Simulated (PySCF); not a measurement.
# C₅H₁₂O₃Si: what the fields show

Input

```
{"job": {"kind": "nmr", "xc": "PBE0", "basis": "pcSseg-1"}, "charge": 0, "multiplicity": 1}
C     -1.898747    -1.467735     0.394128
C     -1.148667    -0.200047     0.800685
O     -1.587128     0.826444    -0.068259
C     -1.041325     2.086488     0.143977
O      0.121353     2.320149    -0.576020
Si     1.457227     1.393412    -0.668513
C      0.899573    -0.424435    -0.446181
C      1.989363    -1.479776    -0.365261
O      0.231093    -0.348145     0.838852
H     -2.963602    -1.308235     0.526613
H     -1.567087    -2.292987     1.017385
H     -1.709617    -1.699826    -0.649771
H     -1.410369     0.068619     1.841104
H     -1.785415     2.807988    -0.215029
H     -0.852653     2.247662     1.218551
H      2.355050     1.684855     0.449745
H      1.950656     1.729203    -1.994848
H      0.170803    -0.719255    -1.207406
H      2.527417    -1.511599    -1.308580
H      1.565891    -2.461474    -0.161422
H      2.687263    -1.234362     0.429779
```

Command:

```sh
OMP_NUM_THREADS=1 python probes_run.py task.json out
```

Geometry: GFN2-xTB.

Level of theory: PBE0/pcSseg-1, SCF density, gas phase, non-relativistic in PySCF.

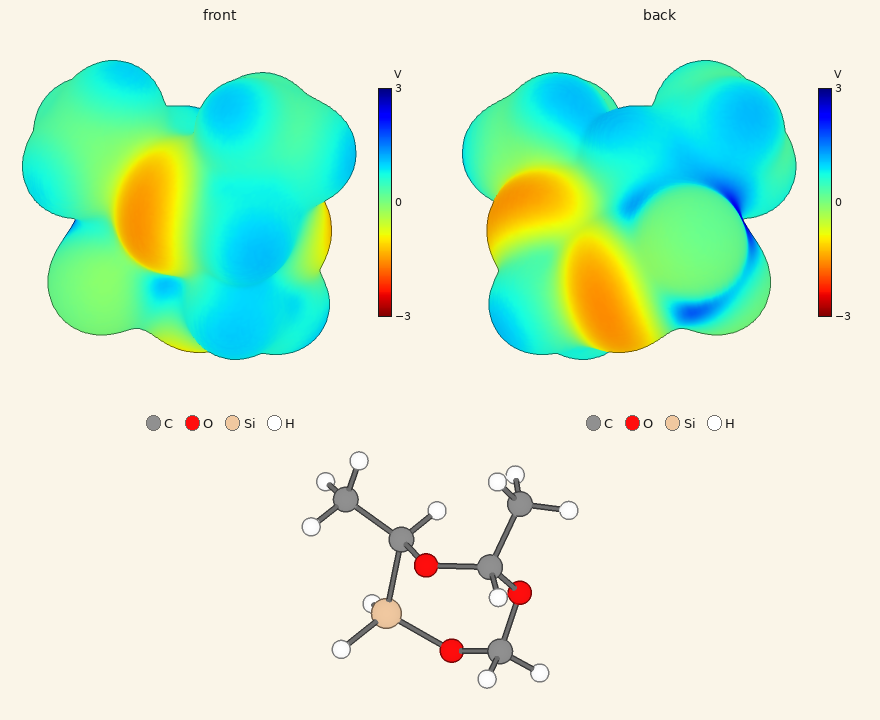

Figure 1. The electrostatic potential painted on the density surface at 0.004 e/bohr³, seen from the front and from behind; red is negative and blue positive. The bare structure is drawn below in the same view.

Q: Where is the surface potential most negative and most positive?

A: The most negative region (about −1.5 V) lies over O3, O5 and O9, the most positive (about +2.1 V) over Si6.

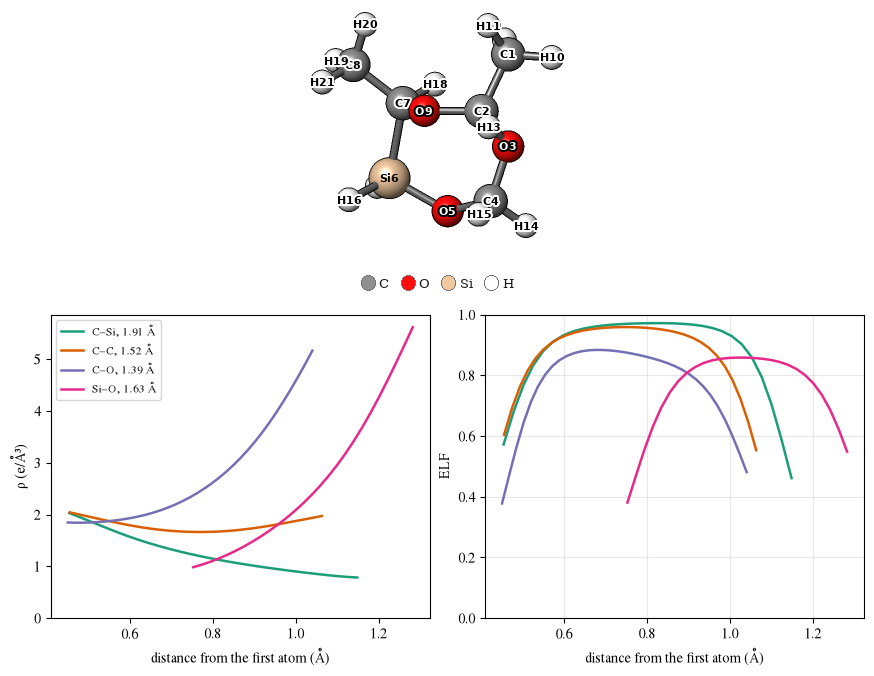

Figure 2. Electron density and electron localisation function along straight lines between neighbouring atoms. The curves leave out the atomic cores. The structure is drawn too.

Q: Compare the contacts.

A: C–Si (1.91 Å): ρ at the midpoint is about 0.95 e/Å³; the ELF peaks at about 1 between the atoms; a shared electron pair.
C–C (1.52 Å): ρ at the midpoint is about 1.7 e/Å³; the ELF peaks at about 0.95 between the atoms, as expected for a shared electron pair.
C–O (1.39 Å): ρ at the midpoint is about 2.1 e/Å³, with its minimum of 1.8 e/Å³ about 0.5 Å from C; the ELF peaks at about 0.90 between the atoms (a polar covalent bond).
Si–O (1.63 Å): ρ is about 1.1 e/Å³ halfway; the ELF peaks at about 0.85 between the atoms (a polar covalent bond).
